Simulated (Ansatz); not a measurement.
# Cl2H4W: what the fields show

| atom | x (Å) | y (Å) | z (Å) |
| --- | --- | --- | --- |
| W | -0.0785 | -0.0040 | 0.2075 |
| Cl | 0.9508 | 1.0471 | 2.0398 |
| H | 0.9145 | -1.1527 | 0.9215 |
| H | 0.5182 | 1.4563 | -0.3641 |
| Cl | -2.2790 | -0.1424 | 0.5824 |
| H | 0.3570 | -1.3684 | -0.7018 |
| H | 0.1682 | 0.1640 | -1.4640 |

Core potentials replace the inner electrons of W.

Computed with Ansatz 0.2.0, RKS PBE-D4/def2-SVP.

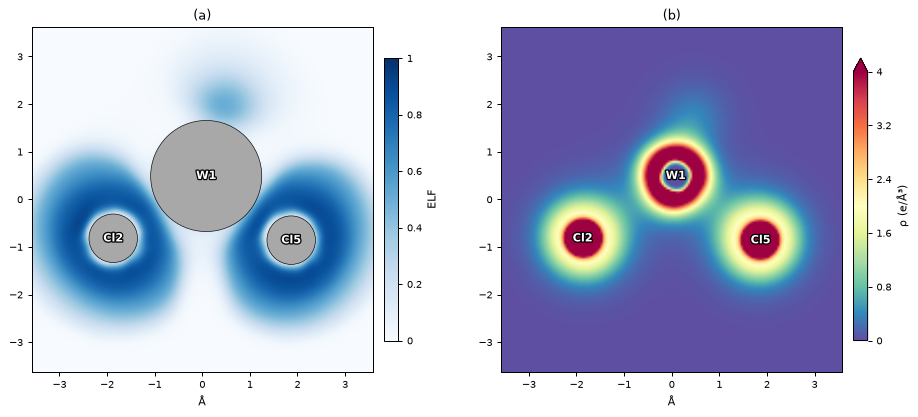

Figure 1. (a) electron localisation function; (b) electron density on the plane of atoms Cl2, W1 and Cl5. Grey discs cover the atomic cores in the ELF map.

Interpret the plot.

The plane passes through W and Cl nuclei.
W–Cl (2.24 Å): ρ at the midpoint is about 0.74 e/Å³; the ELF peaks at about 0.85 in the valence shell of Cl, 0.8 Å from its nucleus, and is about 0.40 at the midpoint.
W–Cl (2.35 Å): the density is about 0.61 e/Å³ at the midpoint; the ELF peaks at about 0.85 in the valence shell of Cl, 0.8 Å from its nucleus, and is about 0.40 at the midpoint.

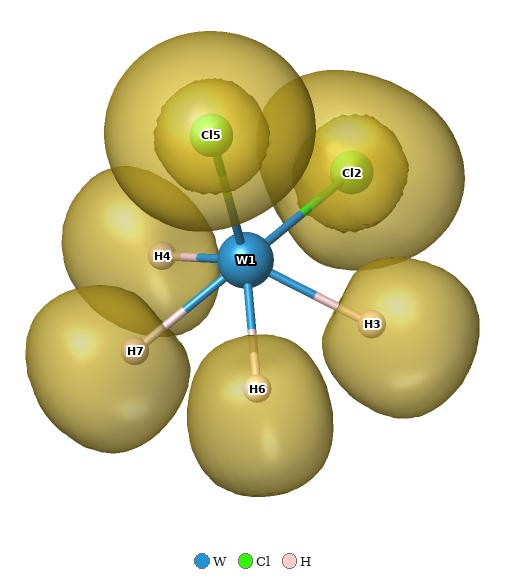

Figure 2. Isosurface of the ELF at 0.75 (yellow), seen at an oblique angle. Only the valence region is drawn (cores and ρ < 0.01 e/Å³ removed).

Identify the bonds, lone pairs and shells in this picture.

The surface consists of four regions around hydrogen nuclei and two regions wrapped around Cl (the valence shell of each). Profiles from the grid: W–H (1.68 Å): the ELF climbs to about 1 towards the hydrogen.

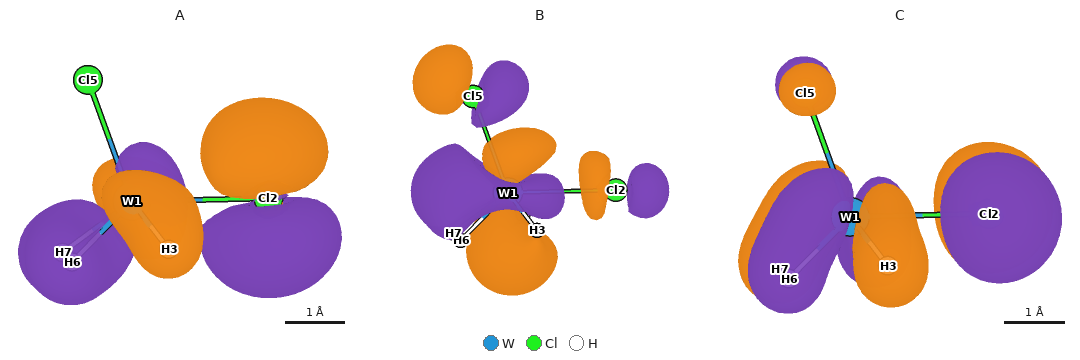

Figure 3. Three frontier orbitals at ±0.1 Å⁻³ᐟ² (orange and purple are the two phases), in no order.

Order the three orbitals by energy and name them.

A is the HOMO−1 (−7.56 eV). By Hirshfeld shares it lies mainly on Cl2 (about 60 %) and W1 (about 20 %). C is the HOMO (−6.24 eV). It lies mainly on Cl2 (about 45 %) and W1 (about 30 %). B is the LUMO (−4.27 eV). Its weight (Hirshfeld) is mainly on W1 (about 65 %), Cl5 (about 15 %) and Cl2 (about 5 %).

What is the HOMO–LUMO gap?

1.97 eV between the orbital energies.
